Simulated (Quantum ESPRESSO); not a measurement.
Two runs for the F K edge of atom 2 in CdF2 (Fm-3m). Run A: Quantum ESPRESSO XSpectra, PBE, full core hole (charged cell), 18-atom cell with 6.6 Å between holes, 4×4×4 k points, dipole transitions, Lorentzian half width 0.4 eV. Run B differs in one choice.

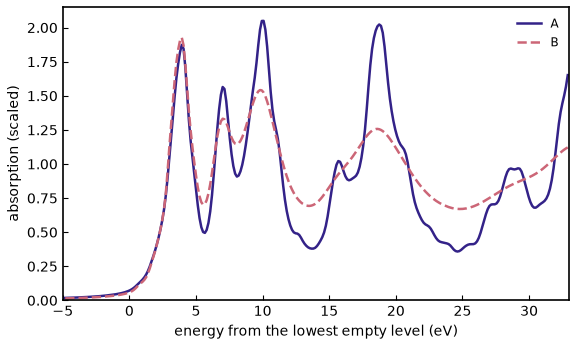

Energy from the lowest empty level; intensity scaled to a mean of 1 over the first 20 eV.

Q: What was changed?
a) the radius of the reconstruction
b) the plane-wave cutoff
c) the size of the supercell
d) the broadening

(d): run B changes the broadening from Lorentzian half width 0.4 eV to Lorentzian half width 0.3 eV up to 4 eV, rising linearly to 2.5 eV at 25 eV. Against the first run the r.m.s. difference is 23 %. Another feature, at 3.9 eV (1.93), becomes the highest below 16 eV; the one at 10.1 eV (2.05) is now at 9.8 eV (1.54). Other settings could leave a like mark; this is the one that was changed.

[Hosts, paths, dates, database ids (printed as entryN), source tags and the programs' standing remarks are cut or masked in the printed files.]

[Lists of maxima count a maximum above −3 eV only where it reaches 4 % of the highest in the window and stands out from its surroundings by 2 % of it (1.5 % where it reaches 55 %); shoulders and weaker maxima are passed over, and of the rest the first, up to two pre-edge ones and the few strongest are named.]
